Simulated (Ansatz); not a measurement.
The compound is LiHgS (space group P4/mmm, No. 123), taken as the end point of a relaxation with Ansatz, DFT PBE, scalar-relativistic, plane waves, PAW; the starting structure was generated, so it need not be a known form of this composition.

```
Li Hg S
1.0
     3.30058    0.00000    0.00000
     0.00000    3.30058    0.00000
     0.00000    0.00000    6.70561
Li Hg S
1 1 1
Direct
  0.00000 0.00000 0.50000
  0.00000 0.00000 0.00000
  0.50000 0.50000 0.50000
```

Describe how the polyhedra about Li are linked (bonds: Li–S below 2.6 Å).

Li: LiS4 square, sharing corners with four neighbours and edges with four neighbours.

They form layers of corner- and edge-sharing squares parallel to (001).

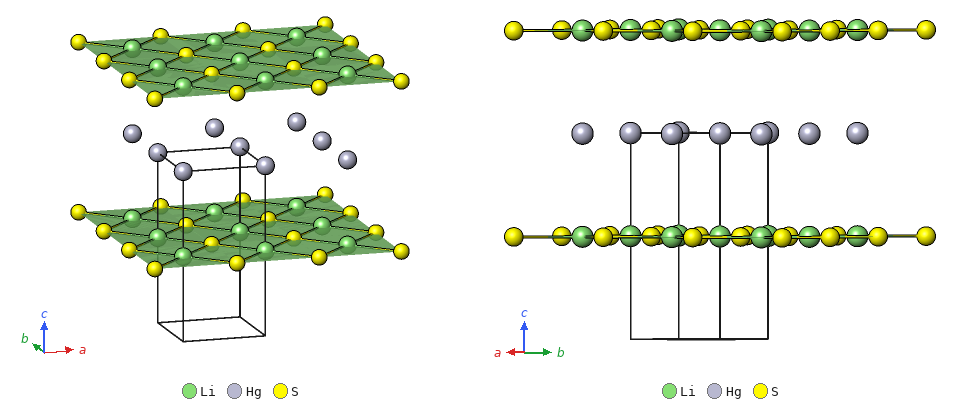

Polyhedra are drawn about Li (bonds: Li–S below 2.6 Å); other atoms are plain spheres. Two views of the same piece.
